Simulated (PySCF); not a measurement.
System: C$_{2}$H$_{3}$Cl$_{2}$F (SMILES CC(F)(Cl)Cl).

Input file:

```
{"job": {"kind": "sp", "xc": "M06-2X", "basis": "def2-TZVP", "grid": 3}, "charge": 0, "multiplicity": 1}
C     -0.405010     0.223253    -0.699103
C      0.260925    -0.202356     0.581548
F     -0.636191    -0.754955     1.411498
Cl     0.985266     1.197968     1.415547
Cl     1.529820    -1.415012     0.260975
H     -0.830558    -0.662220    -1.191166
H      0.322481     0.699210    -1.367376
H     -1.207002     0.936084    -0.462150
```

Command:

```sh
OMP_NUM_THREADS=1 python redox_run.py task.json out
```

Geometry: PBE0-D3(BJ)/def2-SVP.

Method: DFT single point, gas phase, functional M06-2X (PySCF 2.14.0, density-fitted response routines).

Predict the electron density and electron localisation function between the atoms.

C–F (1.34 Å): ρ at the midpoint is about 2.3 e/Å³; the ELF peaks at about 0.85 between the atoms: a polar covalent bond.
C–C (1.50 Å): the density is about 1.8 e/Å³ at the midpoint; the ELF peaks at about 0.95 between the atoms (a covalent bond).
C–H (1.10 Å): the density is about 2 e/Å³ at the midpoint; the ELF climbs to about 1 towards the hydrogen, as it does in any bond to H (an ordinary covalent bond to hydrogen).

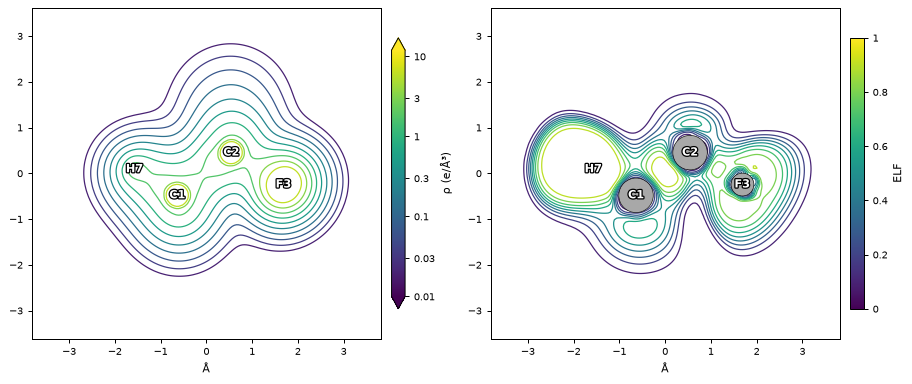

Computed electron density and electron localisation function on the plane of atoms C1, C2 and F3, in this order. Grey discs cover the atomic cores in the ELF map. 
